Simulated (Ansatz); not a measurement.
**Geometry relaxation, with input and output: ZrH2S2Cl2 (part 1 of 2)**

ZrH2S2Cl2, computed with RKS PBE0-D4/def2-TZVP (Ansatz 0.2.0).

The geometry: GFN2-xTB start. Figures and captions count atoms from 1; the log counts them from 0 in places.

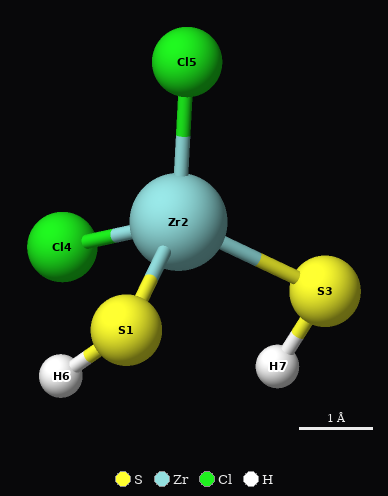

The input geometry (ball-and-stick view, seen at a tilt; atoms are numbered from 1 in the order of the input). Sticks mark near contacts.

### Summary

```csv
quantity,value
outcome,converged
total energy,−48021.9924 eV
mean-field energy,−48021.7416 eV
dispersion energy,−0.2509 eV
SCF solution under orbital rotations,stable
largest force (length of the vector) at the end,0.001 eV/Å
dipole moment,0.75 D
hardware,"4 threads of AMD EPYC, 15 GiB of memory available, shared host"
wall time,37 s (CPU time 2.3 min)
peak memory,0.72 GiB
```

### Input file
```yaml
crystal:
  periodic: [false, false, false]
  atoms:
    - {symbol: S, position_ang: [-1.727980, -0.859410, -1.015550]}
    - {symbol: Zr, position_ang: [0.538260, -0.189310, -0.377890]}
    - {symbol: S, position_ang: [0.514300, 2.223000, 0.034470]}
    - {symbol: Cl, position_ang: [0.733360, -1.094440, 1.689070]}
    - {symbol: Cl, position_ang: [2.216810, -0.928340, -1.702180]}
    - {symbol: H, position_ang: [-2.051800, -1.264070, 0.221310]}
    - {symbol: H, position_ang: [-0.222950, 2.112570, 1.150770]}
basis:
  gaussian: {orbitals: def2-TZVP}
hamiltonian: {xc: pbe0, dispersion: d4}
relax: {f_tol: 0.005, max_steps: 150}
```

Launch command:
```bash
ansatz run in.yaml --threads 4 --pin off --events-out ev --progress --plain --max-ram 10444MiB
```

### What the program printed
```
Functional definition: PBE0
  name "PBE0"
  cite "Adamo & Barone, J. Chem. Phys. 110, 6158 (1999) doi:10.1063/1.478522"
  cite "Perdew, Burke & Ernzerhof, Phys. Rev. Lett. 77, 3865 (1996) doi:10.1103/PhysRevLett.77.3865"
  parent pbe
  parameter a = 0.25
  parameter kappa = 0.804
  parameter beta = 0.06672455060314922
  exchange = (1 - a)*pbe_x(kappa = kappa, mu = beta*pi^2/3) + a*exact_x
  correlation = pbe_c(beta = beta)
1565 factors; their error is unknown
mean field evaluation 1: about -48019.4739 eV, gradient 2.7e1 eV
mean field evaluation 2: about -48017.5682 eV, gradient 4.0e1 eV
mean field evaluation 4: about -48021.3720 eV, gradient 2.4e0 eV
mean field evaluation 8: about -48021.3879 eV, gradient 4.5e-2 eV
mean field evaluation 16: about -48021.5294 eV, gradient 5.6e-5 eV
mean field -48021.52936382 eV, -1764.7586539587 hartree, gradient 5.6e-5 eV, S^2 0.000000; 0 other end points of the search recorded, 0 dependent functions left out
the calculation of the forces begins
reference -48021.52940715 eV, -1764.7586555510 hartree; 40, 40 occupied and 160, 160 virtual orbitals, 1565 factors
relax step   1: F+E_penalty+E_count = -48021.78224764 eV  Δ(F+E_penalty+E_count) = +0.000e0 eV  max|allowed force component| = 1.354e0 eV/Å  Δτ_max = 0.0000 Å  (27 SCF iters, accepted)
these checks for a lower state are left out or cut short: starts, cluster_reference, orbital_swaps, neighbouring_geometries, increment
1565 factors; their error is unknown
mean field -48021.62442354 eV, -1764.7621473388 hartree, gradient 1.2e-5 eV, S^2 0.000000; 0 other end points of the search recorded, 0 dependent functions left out
[... from here on the field's lines of each further geometry are left out, up to the last ...]
relax step   2: F+E_penalty+E_count = -48021.87481081 eV  Δ(F+E_penalty+E_count) = -9.256e-2 eV  max|allowed force component| = 5.772e-1 eV/Å  Δτ_max = 0.1939 Å  (37 SCF iters, accepted)
relax step   3: F+E_penalty+E_count = -48021.93064284 eV  Δ(F+E_penalty+E_count) = -5.583e-2 eV  max|allowed force component| = 2.212e-1 eV/Å  Δτ_max = 0.0942 Å  (31 SCF iters, accepted)
relax step   4: F+E_penalty+E_count = -48021.94149423 eV  Δ(F+E_penalty+E_count) = -1.085e-2 eV  max|allowed force component| = 1.725e-1 eV/Å  Δτ_max = 0.0510 Å  (31 SCF iters, accepted)
relax step   5: F+E_penalty+E_count = -48021.95002293 eV  Δ(F+E_penalty+E_count) = -8.529e-3 eV  max|allowed force component| = 1.246e-1 eV/Å  Δτ_max = 0.1115 Å  (31 SCF iters, accepted)
relax step   6: F+E_penalty+E_count = -48021.95475887 eV  Δ(F+E_penalty+E_count) = -4.736e-3 eV  max|allowed force component| = 1.846e-1 eV/Å  Δτ_max = 0.0827 Å  (30 SCF iters, accepted)
relax step   7: F+E_penalty+E_count = -48021.96543246 eV  Δ(F+E_penalty+E_count) = -1.067e-2 eV  max|allowed force component| = 1.274e-1 eV/Å  Δτ_max = 0.1831 Å  (36 SCF iters, accepted)
relax step   8: F+E_penalty+E_count = -48021.96693124 eV  Δ(F+E_penalty+E_count) = -1.499e-3 eV  max|allowed force component| = 1.784e-1 eV/Å  Δτ_max = 0.1427 Å  (35 SCF iters, accepted)
relax step   9: F+E_penalty+E_count = -48021.97193920 eV  Δ(F+E_penalty+E_count) = -5.008e-3 eV  max|allowed force component| = 9.251e-2 eV/Å  Δτ_max = 0.0876 Å  (31 SCF iters, accepted)
relax step  10: F+E_penalty+E_count = -48021.97307564 eV  Δ(F+E_penalty+E_count) = -1.136e-3 eV  max|allowed force component| = 1.658e-1 eV/Å  Δτ_max = 0.0585 Å  (31 SCF iters, accepted)
relax step  11: F+E_penalty+E_count = -48021.97538414 eV  Δ(F+E_penalty+E_count) = -2.308e-3 eV  max|allowed force component| = 1.186e-1 eV/Å  Δτ_max = 0.0343 Å  (31 SCF iters, accepted)
relax step  12: F+E_penalty+E_count = -48021.97871307 eV  Δ(F+E_penalty+E_count) = -3.329e-3 eV  max|allowed force component| = 1.611e-1 eV/Å  Δτ_max = 0.1124 Å  (32 SCF iters, accepted)
relax step  13: F+E_penalty+E_count = -48021.97959418 eV  Δ(F+E_penalty+E_count) = -8.811e-4 eV  max|allowed force component| = 2.821e-1 eV/Å  Δτ_max = 0.1141 Å  (31 SCF iters, accepted)
relax step  14: F+E_penalty+E_count = -48021.98503957 eV  Δ(F+E_penalty+E_count) = -5.445e-3 eV  max|allowed force component| = 1.143e-1 eV/Å  Δτ_max = 0.0486 Å  (31 SCF iters, accepted)
relax step  15: F+E_penalty+E_count = -48021.98728664 eV  Δ(F+E_penalty+E_count) = -2.247e-3 eV  max|allowed force component| = 6.098e-2 eV/Å  Δτ_max = 0.0610 Å  (31 SCF iters, accepted)
relax step  16: F+E_penalty+E_count = -48021.98736122 eV  Δ(F+E_penalty+E_count) = -7.458e-5 eV  max|allowed force component| = 2.755e-1 eV/Å  Δτ_max = 0.1459 Å  (31 SCF iters, accepted)
relax step  17: F+E_penalty+E_count = -48021.98989102 eV  Δ(F+E_penalty+E_count) = -2.530e-3 eV  max|allowed force component| = 1.575e-1 eV/Å  Δτ_max = 0.0422 Å  (31 SCF iters, accepted)
relax step  18: F+E_penalty+E_count = -48021.99181999 eV  Δ(F+E_penalty+E_count) = -1.929e-3 eV  max|allowed force component| = 4.069e-2 eV/Å  Δτ_max = 0.0381 Å  (31 SCF iters, accepted)
relax step  19: F+E_penalty+E_count = -48021.99215757 eV  Δ(F+E_penalty+E_count) = -3.376e-4 eV  max|allowed force component| = 2.278e-2 eV/Å  Δτ_max = 0.0340 Å  (30 SCF iters, accepted)
relax step  20: F+E_penalty+E_count = -48021.99229673 eV  Δ(F+E_penalty+E_count) = -1.392e-4 eV  max|allowed force component| = 2.574e-2 eV/Å  Δτ_max = 0.0276 Å  (30 SCF iters, accepted)
relax step  21: F+E_penalty+E_count = -48021.99237098 eV  Δ(F+E_penalty+E_count) = -7.425e-5 eV  max|allowed force component| = 1.744e-2 eV/Å  Δτ_max = 0.0202 Å  (31 SCF iters, accepted)
relax step  22: F+E_penalty+E_count = -48021.99239291 eV  Δ(F+E_penalty+E_count) = -2.192e-5 eV  max|allowed force component| = 6.472e-3 eV/Å  Δτ_max = 0.0082 Å  (31 SCF iters, accepted)
the calculation of the forces begins
reference -48021.74158782 eV, -1764.7664530470 hartree; 40, 40 occupied and 160, 160 virtual orbitals, 1565 factors
relax step  23: F+E_penalty+E_count = -48021.99239570 eV  Δ(F+E_penalty+E_count) = -2.794e-6 eV  max|allowed force component| = 8.900e-4 eV/Å  Δτ_max = 0.0013 Å  (22 SCF iters, accepted)
```

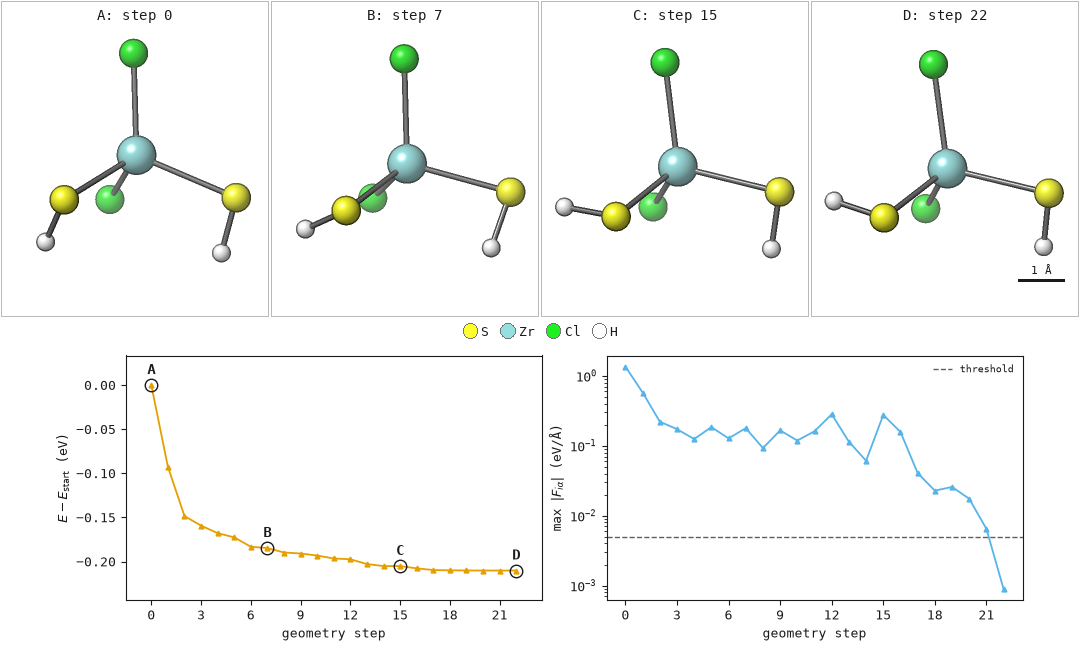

Frames of the relaxation (ball-and-stick view, seen at a tilt) above the curves, on which the letters mark them (the first geometry is step 0 here and step 1 in the log).

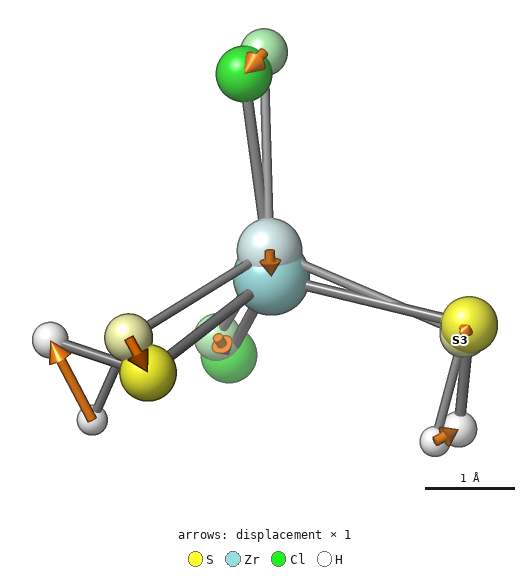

Start (faint) and end (solid) with the displacements as orange arrows, at true length (ball-and-stick view, seen at a tilt). The two geometries are laid on each other by the best rigid fit. Over 22 geometry steps the energy falls by 0.210 eV. Largest force component: 1.4 eV/Å at the start, 0.00089 eV/Å at the end. H6 moves most after the best rigid fit: 1.04 Å. Largest moves by element: H 1.04 Å, S 0.46 Å, Cl 0.39 Å, Zr 0.31 Å. Among the contacts that change: Zr2–Cl4 2.265 → 2.330 Å, Zr2–S3 2.447 → 2.409 Å, S1–Zr2 2.448 → 2.415 Å, S1–H6 1.341 → 1.350 Å. Among the angles that change: S3–Zr2–Cl4 103.9° → 111.3°, S1–Zr2–Cl4 102.0° → 108.8°, S1–Zr2–Cl5 116.4° → 110.2°. (Atoms are counted from 1 in the order of the input.)

```
1565 factors; their error is unknown
mean field -48021.74154504 eV, -1764.7664514746 hartree, gradient 6.2e-5 eV, S^2 0.000000; 1 other end points of the search recorded, 0 dependent functions left out
the calculation of the forces begins
reference -48021.74158782 eV, -1764.7664530470 hartree; 40, 40 occupied and 160, 160 virtual orbitals, 1565 factors
Total energy: -48021.99243849 eV, -1764.7756716388 hartree
Atom 0 at    -1.899330    -0.562078    -0.719443 Å, force     0.000345     0.000890    -0.000185 eV/Å
Atom 1 at     0.394735    -0.123468    -0.103546 Å, force    -0.000050    -0.000652     0.000450 eV/Å
Atom 2 at     0.561370     2.279755    -0.116422 Å, force    -0.000234     0.000278     0.000354 eV/Å
Atom 3 at     0.776171    -0.985394     2.027310 Å, force    -0.000202     0.000278    -0.000119 eV/Å
Atom 4 at     1.837494    -1.020844    -1.691498 Å, force     0.000022    -0.000179    -0.000530 eV/Å
Atom 5 at    -1.716808    -1.885870    -0.528076 Å, force     0.000056    -0.000808     0.000162 eV/Å
Atom 6 at     0.046367     2.297900     1.131676 Å, force     0.000064     0.000193    -0.000132 eV/Å
Dipole moment:    -0.075703    -0.018840     0.134773 e Å
```

### Trajectory as extended XYZ (Å, eV, eV/Å), 23 frames, from step=1 to step=23
```
7
Properties=species:S:1:pos:R:3:forces:R:3 step=1 energy=-48021.78225
S    -1.7280   -0.8594   -1.0155    0.1525   0.0379  -0.3186
Zr    0.5383   -0.1893   -0.3779   -1.3541   0.8115   0.4822
S     0.5143    2.2230    0.0345    0.2597  -0.0615  -0.3019
Cl    0.7334   -1.0944    1.6891    0.1508  -0.3975   0.8367
Cl    2.2168   -0.9283   -1.7022    0.8281  -0.2730  -0.8572
H    -2.0518   -1.2641    0.2213    0.0589  -0.0125   0.1198
H    -0.2230    2.1126    1.1508   -0.0958  -0.1049   0.0391
7
Properties=species:S:1:pos:R:3:forces:R:3 step=2 energy=-48021.87481
S    -1.7503   -0.8552   -1.0908    0.3301   0.1550   0.3464
Zr    0.4346   -0.1634   -0.2465    0.4164  -0.0323  -0.5772
S     0.6029    2.2572   -0.0070   -0.2516  -0.5385   0.1594
Cl    0.7174   -1.1350    1.8480   -0.0655   0.0283   0.0241
Cl    2.1145   -0.8365   -1.7469   -0.4040   0.1870   0.3072
H    -1.8958   -1.2239    0.2078   -0.1282  -0.0545  -0.1433
H    -0.2234    1.9567    1.0354    0.1027   0.2549  -0.1166
7
Properties=species:S:1:pos:R:3:forces:R:3 step=3 energy=-48021.93064
S    -1.7075   -0.8395   -1.0603   -0.1277  -0.0403   0.1727
Zr    0.4789   -0.1835   -0.2662    0.1996  -0.1877  -0.0041
S     0.5942    2.2099   -0.0052   -0.1521   0.0468   0.1853
Cl    0.7117   -1.1353    1.8410    0.0029  -0.0190   0.0567
Cl    2.1270   -0.8335   -1.7736   -0.0820   0.0692   0.0195
H    -1.9685   -1.2646    0.2032    0.0271   0.0425  -0.2212
H    -0.2359    2.0464    1.0611    0.1323   0.0884  -0.2088
7
Properties=species:S:1:pos:R:3:forces:R:3 step=4 energy=-48021.94149
S    -1.7014   -0.8312   -1.0541   -0.0557  -0.0250   0.1284
Zr    0.4955   -0.2047   -0.2498    0.0124  -0.0648   0.0539
S     0.6026    2.1965   -0.0063   -0.0954   0.0141   0.1375
Cl    0.7189   -1.1558    1.8617    0.0136  -0.0159   0.0151
Cl    2.1191   -0.8154   -1.7912   -0.0094   0.0268  -0.0137
H    -1.9900   -1.2847    0.1898    0.0330   0.0299  -0.1487
H    -0.2446    2.0954    1.0499    0.1015   0.0350  -0.1725
```
